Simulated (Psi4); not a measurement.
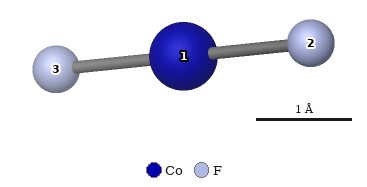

Fig. 1: The starting structure (ball-and-stick view, seen at a tilt; atoms are numbered from 1 in the order of the input). Sticks mark near contacts.

## Run report: CoF$_{2}$, geometry relaxation (part 1 of 4)

CoF$_{2}$, multiplicity 4, SMILES [F][Co][F], computed with SVWN-RPA/6-31G**, UKS (Psi4 1.11).

The geometry comes from this level: GFN2-xTB.

### Input (job.inp)
```
memory 1.6 GB

molecule mol {
  0 4
  Co     0.000020     0.000010     0.000070
  F     -0.015840    -0.019580     1.616250
  F      0.015830     0.019570    -1.616320
}

set globals {
  basis 6-31G**
  reference uks
  geom_maxiter 60
  d_convergence 1e-06
  maxiter 100
  soscf true
  soscf_start_convergence 0.001
}

result, w = optimize('svwn', return_wfn=True)
print_variables()
```

Run as:
```bash
psi4 job.inp job.out -n 1
```

### What the program printed
```
Psi4 1.11 release

gradient() will perform analytic gradient computation.

   => Loading Basis Set <=

    Name: 6-31G**
    Role: ORBITAL
    Keyword: BASIS

         ---------------------------------------------------------
                                   SCF
                              UKS Reference
                        1 Threads,   1525 MiB Core
         ---------------------------------------------------------

  ==> Geometry <==

    Molecular point group: c1
    Full point group: C1v

    Geometry (in Angstrom), charge = 0, multiplicity = 4:

       Center              X                  Y                   Z               Mass
    ------------   -----------------  -----------------  -----------------  -----------------
         CO           0.000003916867     0.000011377120     0.000040987839    58.933194290000
         F            0.000003916867     0.000011377120     1.616417521973    18.998403162730
         F           -0.000016067017    -0.000046669037    -1.616544666567    18.998403162730

  Running in c1 symmetry.

  Rotational constants: A = 774588183.44224  B =      0.16979  C =      0.16979 [cm^-1]
  Rotational constants: A = 23221569545190.46094  B =   5090.12964  C =   5090.12964 [MHz]
  Nuclear repulsion =  172.356981708475871

  Charge       = 0
  Multiplicity = 4
  Electrons    = 45
  Nalpha       = 24
  Nbeta        = 21

  ==> Algorithm <==

  SCF Algorithm Type is DF.
  DIIS enabled.
  MOM disabled.
  Fractional occupation disabled.
  Guess Type is SAD.
  Energy threshold   = 1.00e-08
  Density threshold  = 1.00e-06
  Integral threshold = 1.00e-12

  ==> Primary Basis <==

  Basis Set: 6-31G**
    Blend: 6-31G**
    Number of shells: 24
    Number of basis functions: 69
    Number of Cartesian functions: 69
    Spherical Harmonics?: false
    Max angular momentum: 3

  ==> DFT Potential <==

   => LibXC <=

    Version 7.1.2

   => Composite Functional: SVWN <=

    Slater exchange
    Vosko, Wilk & Nusair (VWN5_RPA)

    Deriv               =              1
    GGA                 =          FALSE
    Meta                =          FALSE

    Exchange Hybrid     =          FALSE
    MP2 Hybrid          =          FALSE

   => Exchange Functionals <=

    1.0000         XC_LDA_X

   => Correlation Functionals <=

    1.0000   XC_LDA_C_VWN_RPA

   => LibXC Density Thresholds  <==

    XC_LDA_C_VWN_RPA:  1.00E-15
    XC_LDA_X:  1.00E-15

   => Molecular Quadrature <=

    Radial Scheme          =       TREUTLER
    Pruning Scheme         =           NONE
    Nuclear Scheme         =       TREUTLER

    Blocking Scheme        =         OCTREE
    BS radius alpha        =              1
    Pruning alpha          =              1
    Radial Points          =             75
    Spherical Points       =            302
    Total Points           =          65785
    Total Blocks           =            560
    Max Points             =            255
    Max Functions          =             68
    Weights Tolerance      =       1.00E-15

   => Loading Basis Set <=

    Name: (6-31G** AUX)
    Role: JKFIT
    Keyword: DF_BASIS_SCF

  ==> Integral Setup <==

  DFHelper Memory: AOs need 0.024 GiB; user supplied 1.091 GiB.
  SCF_SUBTYPE=INCORE selected. In-core MEM_DF algorithm will be used.
  Using in-core AOs.

  ==> MemDFJK: Density-Fitted J/K Matrices <==

    J tasked:                   Yes
    K tasked:                    No
    wK tasked:                   No
    Memory [MiB]:              1117
    Algorithm:                 Core
    Schwarz Cutoff:           1E-12
    Mask sparsity (%):       1.0502
    Fitting Condition:        1E-10

   => Auxiliary Basis Set <=

  Basis Set: (6-31G** AUX)
    Blend: CC-PVDZ-JKFIT + DEF2-UNIVERSAL-JKFIT
    Number of shells: 106
    Number of basis functions: 539
    Number of Cartesian functions: 539
    Spherical Harmonics?: false
    Max angular momentum: 6

  Cached 100.0% of DFT collocation blocks in 0.027 [GiB].

  Minimum eigenvalue in the overlap matrix is 1.5038086841E-03.
  Reciprocal condition number of the overlap matrix is 3.1208010075E-04.
    Using symmetric orthogonalization.

  ==> Pre-Iterations <==

  SCF Guess: Superposition of Atomic Densities via on-the-fly atomic UHF (no occupation information).

   -------------------------
    Irrep   Nso     Nmo
   -------------------------
     A         69      69
   -------------------------
    Total      69      69
   -------------------------

  ==> Iterations <==

                           Total Energy        Delta E     RMS |[F,P]|

   @DF-UKS iter SAD: -1578.15391753665403   -1.57815e+03   0.00000e+00
   @DF-UKS iter   1: -1572.87589609746965    5.27802e+00   6.78939e-02 ADIIS/DIIS
   @DF-UKS iter   2: -1527.28977481828588    4.55861e+01   1.64159e-01 ADIIS
   @DF-UKS iter   3: -1563.16636217508767   -3.58766e+01   7.46394e-02 ADIIS/DIIS
   @DF-UKS iter   4: -1579.29736459211335   -1.61310e+01   6.67632e-03 ADIIS/DIIS
   @DF-UKS iter   5: -1579.06964067901026    2.27724e-01   1.62729e-02 ADIIS/DIIS
   @DF-UKS iter   6: -1579.31816004800794   -2.48519e-01   8.50035e-03 ADIIS/DIIS
   @DF-UKS iter   7: -1579.33310972990489   -1.49497e-02   7.88725e-03 ADIIS/DIIS
   @DF-UKS iter   8: -1579.41198099889220   -7.88713e-02   8.51084e-04 ADIIS/DIIS
   @DF-UKS iter   9: -1579.40678126742387    5.19973e-03   1.65557e-03 SOKS, nmicro=5
   @DF-UKS iter  10: -1579.41281576174879   -6.03449e-03   2.97742e-04 ADIIS/DIIS
   @DF-UKS iter  11: -1579.39170115671209    2.11146e-02   3.30470e-03 SOKS, nmicro=5
   @DF-UKS iter  12: -1579.17067732421560    2.21024e-01   1.36519e-02 ADIIS/DIIS
   @DF-UKS iter  13: -1579.38980142842229   -2.19124e-01   3.48126e-03 ADIIS/DIIS
   @DF-UKS iter  14: -1579.40281244593189   -1.30110e-02   2.11043e-03 ADIIS/DIIS
   @DF-UKS iter  15: -1579.40682615148808   -4.01371e-03   1.51687e-03 ADIIS/DIIS
   @DF-UKS iter  16: -1579.40439147838765    2.43467e-03   1.89886e-03 ADIIS/DIIS
   @DF-UKS iter  17: -1579.40283317346825    1.55830e-03   2.09251e-03 ADIIS/DIIS
   @DF-UKS iter  18: -1579.40366533514339   -8.32162e-04   1.99254e-03 ADIIS/DIIS
   @DF-UKS iter  19: -1579.40467311351495   -1.00778e-03   1.87844e-03 ADIIS/DIIS
   @DF-UKS iter  20: -1579.41256263130435   -7.88952e-03   4.14556e-04 ADIIS/DIIS
   @DF-UKS iter  21: -1579.36072993434573    5.18327e-02   5.50350e-03 SOKS, nmicro=5
   @DF-UKS iter  22: -1579.33965322753716    2.10767e-02   5.66086e-03 ADIIS/DIIS
   @DF-UKS iter  23: -1579.37968802337923   -4.00348e-02   4.29680e-03 ADIIS/DIIS
   @DF-UKS iter  24: -1579.39228627306284   -1.25982e-02   3.23178e-03 ADIIS/DIIS
   @DF-UKS iter  25: -1579.41216670399490   -1.98804e-02   4.57023e-04 ADIIS/DIIS
   @DF-UKS iter  26: -1579.41258162390181   -4.14920e-04   3.63921e-04 SOKS, nmicro=5
   @DF-UKS iter  27: -1579.41321606528822   -6.34441e-04   2.49456e-04 SOKS, nmicro=5
   @DF-UKS iter  28: -1579.41329376629687   -7.77010e-05   1.83572e-05 SOKS, nmicro=5
   @DF-UKS iter  29: -1579.41329628062931   -2.51433e-06   1.50958e-05 SOKS, nmicro=5
   @DF-UKS iter  30: -1579.41329663410011   -3.53471e-07   3.09919e-06 SOKS, nmicro=5
   @DF-UKS iter  31: -1579.41329665449302   -2.03929e-08   1.15466e-06 SOKS, nmicro=5
   @DF-UKS iter  32: -1579.41329665763010   -3.13707e-09   4.68454e-07 SOKS, nmicro=conv
  Energy and wave function converged.

  ==> Post-Iterations <==

   Electrons on quadrature grid:
      Nalpha   =   23.9999927905 ; deviation = -7.209e-06
      Nbeta    =   20.9999945184 ; deviation = -5.482e-06
      Ntotal   =   44.9999873089 ; deviation = -1.269e-05

   @Spin Contamination Metric:   3.060111040E-03
   @S^2 Expected:                3.750000000E+00
   @S^2 Observed:                3.753060111E+00
   @S   Expected:                1.500000000E+00
   @S   Observed:                1.500000000E+00

    Orbital Energies [Eh]
    ---------------------

    Alpha Occupied:

       1A   -275.614343     2A    -32.439342     3A    -28.214132
       4A    -28.211067     5A    -28.211060     6A    -24.122428
       7A    -24.122346     8A     -3.694279     9A     -2.440607
      10A     -2.425783    11A     -2.425768    12A     -1.082254
      13A     -1.061254    14A     -0.485209    15A     -0.439633
      16A     -0.439630    17A     -0.396014    18A     -0.389336
      19A     -0.389335    20A     -0.351232    21A     -0.314664
      22A     -0.282993    23A     -0.282988    24A     -0.272678

    Alpha Virtual:

      25A     -0.053286    26A     -0.020877    27A     -0.020875
      28A      0.041068    29A      0.144269    30A      0.146134
      31A      0.146137    32A      0.304550    33A      0.864447
      34A      1.015179    35A      1.015180    36A      1.020641
      37A      1.104126    38A      1.157472    39A      1.157473
      40A      1.194765    41A      1.208378    42A      1.208385
      43A      1.366544    44A      1.366546    45A      1.377847
      46A      1.393958    47A      1.412423    48A      1.610476
      49A      1.610481    50A      1.653753    51A      1.655347
      52A      1.777355    53A      1.779789    54A      1.793284
      55A      1.810679    56A      2.127923    57A      2.127923
      58A      2.214841    59A      2.224071    60A      2.285854
      61A      2.285857    62A      2.318291    63A      2.810280
      64A      2.810284    65A      3.455134    66A      3.496083
      67A      3.609579    68A      4.399188    69A     25.781690

    Beta Occupied:

       1A   -275.613236     2A    -32.384790     3A    -28.172746
       4A    -28.169017     5A    -28.169012     6A    -24.114912
       7A    -24.114834     8A     -3.586954     9A     -2.339242
      10A     -2.320199    11A     -2.320190    12A     -1.068012
      13A     -1.046913    14A     -0.461539    15A     -0.400336
      16A     -0.400335    17A     -0.385668    18A     -0.373908
      19A     -0.373907    20A     -0.249329    21A     -0.233659

    Beta Virtual:

      22A     -0.230919    23A     -0.199787    24A     -0.199782
      25A     -0.034918    26A     -0.019178    27A     -0.019176
      28A      0.040995    29A      0.152001    30A      0.152003
      31A      0.157501    32A      0.308818    33A      0.891525
      34A      1.026988    35A      1.037042    36A      1.037043
      37A      1.121795    38A      1.170856    39A      1.170856
      40A      1.214928    41A      1.240352    42A      1.240355
      43A      1.383950    44A      1.399560    45A      1.399562
      46A      1.448534    47A      1.460625    48A      1.629333
      49A      1.629335    50A      1.668981    51A      1.670112
      52A      1.793148    53A      1.795241    54A      1.798099
      55A      1.840792    56A      2.170512    57A      2.170513
      58A      2.261653    59A      2.270030    60A      2.317640
      61A      2.317642    62A      2.351846    63A      2.845006
      64A      2.845008    65A      3.481717    66A      3.520439
      67A      3.617796    68A      4.406489    69A     25.858617

    Final Occupation by Irrep:
              A
    DOCC [    21 ]
    SOCC [     3 ]
    NA   [    24 ]
    NB   [    21 ]

  @DF-UKS Final Energy: -1579.41329665763010

   => Energetics <=

    Nuclear Repulsion Energy =            172.3569817084758711
    One-Electron Energy =               -2536.4541361369933838
    Two-Electron Energy =                 862.0355454266098150
    DFT Exchange-Correlation Energy =     -77.3516876557223299
    Empirical Dispersion Energy =           0.0000000000000000
    VV10 Nonlocal Energy =                  0.0000000000000000
    Total Energy =                      -1579.4132966576300987

  UHF NO Occupations:
  HONO-2 :   22  A 1.0000000
  HONO-1 :   23  A 1.0000000
  HONO-0 :   24  A 1.0000000
  LUNO+0 :   25  A 0.0006839
  LUNO+1 :   26  A 0.0003154
  LUNO+2 :   27  A 0.0001253
  LUNO+3 :   28  A 0.0000799

Computation Completed

Properties will be evaluated at   0.000000,   0.000000,   0.000000 [a0]

Properties computed using the SCF density matrix

 Multipole Moments:

 ------------------------------------------------------------------------------------
     Multipole            Electronic (a.u.)      Nuclear  (a.u.)        Total (a.u.)
 ------------------------------------------------------------------------------------

 L = 1.  Multiply by 2.5417464519 to convert [e a0] to [Debye]
 Dipole X            :          0.0000189           -0.0000068            0.0000121
 Dipole Y            :          0.0000541           -0.0000197            0.0000344
 Dipole Z            :          0.0005023           -0.0000711            0.0004312
 Magnitude           :                                                    0.0004328

 ------------------------------------------------------------------------------------

	total time  =         12 seconds =       0.20 minutes

         ------------------------------------------------------------
                                   SCF GRAD
         ------------------------------------------------------------

  ==> Geometry <==

    Molecular point group: c1
    Full point group: C1v

    Geometry (in Angstrom), charge = 0, multiplicity = 4:

       Center              X                  Y                   Z               Mass
    ------------   -----------------  -----------------  -----------------  -----------------
         CO           0.000003916867     0.000011377120     0.000040987839    58.933194290000
         F            0.000003916867     0.000011377120     1.616417521973    18.998403162730
         F           -0.000016067017    -0.000046669037    -1.616544666567    18.998403162730

  Nuclear repulsion =  172.356981708475871

  ==> Basis Set <==

  Basis Set: 6-31G**
    Blend: 6-31G**
    Number of shells: 24
    Number of basis functions: 69
    Number of Cartesian functions: 69
    Spherical Harmonics?: false
    Max angular momentum: 3

  ==> DFJKGrad: Density-Fitted SCF Gradients <==

    Gradient:                    1
    J tasked:                  Yes
    K tasked:                   No
    wK tasked:                  No
    Integrals threads:           1
    Memory [MiB]:             1144
    Schwarz Cutoff:          1E-12
    Fitting Condition:       1E-10

   => Auxiliary Basis Set <=

  Basis Set: (6-31G** AUX)
    Blend: CC-PVDZ-JKFIT + DEF2-UNIVERSAL-JKFIT
    Number of shells: 106
    Number of basis functions: 539
    Number of Cartesian functions: 539
    Spherical Harmonics?: false
    Max angular momentum: 6

   => Molecular Quadrature <=

    Radial Scheme          =       TREUTLER
    Pruning Scheme         =           NONE
    Nuclear Scheme         =       TREUTLER

    Blocking Scheme        =         OCTREE
    BS radius alpha        =              1
    Pruning alpha          =              1
    Radial Points          =             75
    Spherical Points       =            302
    Total Points           =          65785
    Total Blocks           =            560
    Max Points             =            255
    Max Functions          =             68
    Weights Tolerance      =       1.00E-15

  -Total Gradient:
     Atom            X                  Y                   Z
    ------   -----------------  -----------------  -----------------
       1       -0.000000073289    -0.000000226927     0.000156511665
       2        0.000000147896    -0.000000375102    -0.032405208691
       3        0.000000001925     0.000000824316     0.032248838027

	total time  =          1 seconds =       0.02 minutes

    			-----------------------------------------

    			 OPTKING 3.0: for geometry optimizations

    			        with contributions from

    			-----------------------------------------

	                            ===> Fragment 1 <==

	 Z (Atomic Numbers)          Masses                          Geom
	      27.000000            58.933194          0.00000740  0.00002150  0.00007746
	       9.000000            18.998403          0.00000740  0.00002150  3.05458642
	       9.000000            18.998403         -0.00003036 -0.00008819 -3.05482669

	 - Coordinate -           - BOHR/RAD -       - ANG/DEG -
	 R(1,2)           =         3.054509           1.616377
	 R(1,3)           =         3.054904           1.616586
	 L(2,1,3)         =         3.141555         179.997824
	 l(2,1,3)         =         3.141593         180.000000

	        --- Internal Coordinate Step in ANG or DEG, aJ/ANG or AJ/DEG ---
	-------------------------------------------------------------------------------
	           Coordinate      Previous         Force          Change          New
	           ----------      --------        ------          ------        ------
	               R(1,2)       1.61638        0.26698        0.03528       1.65166
	               R(1,3)       1.61659        0.26569        0.03514       1.65172
	             L(2,1,3)     179.99782        0.00000        0.00031     179.99814
	             l(2,1,3)     180.00000       -0.00000       -0.00000     180.00000
	-------------------------------------------------------------------------------

	                                 ==> Convergence Check <==

	Measures of convergence in internal coordinates in au.

	Criteria marked as inactive (o), active & met (*), and active & unmet ( ).

	----------------------------------------------------------------------------------------------~
	   Step    Total Energy     Delta E     Max Force     RMS Force      Max Disp      RMS Disp   ~
	----------------------------------------------------------------------------------------------~
	  Convergence Criteria     1.00e-06 *    3.00e-04 *             o    1.20e-03 *             o~
	----------------------------------------------------------------------------------------------~
	     1   -1579.41329666   -1.58e+03      3.24e-02      2.29e-02 o    6.67e-02      4.70e-02 o  ~
	----------------------------------------------------------------------------------------------

Next Geometry in Ang
	Fragment 1 (Ang)

	   Co   0.0000030702   0.0000089640  -0.0000068167
	    F   0.0000045577   0.0000132154   1.6516487023
	    F  -0.0000158612  -0.0000460943  -1.6517280423

    Structure for next step:
    Molecular point group: c1
    Full point group: C1

    Geometry (in Angstrom), charge = 0, multiplicity = 4:

    CO          -0.000000061748     0.000010528590     0.000012878629
    F           -0.000000061748     0.000010528590     1.651668397571
    F            0.000000253292    -0.000043188359    -1.651708347179
```
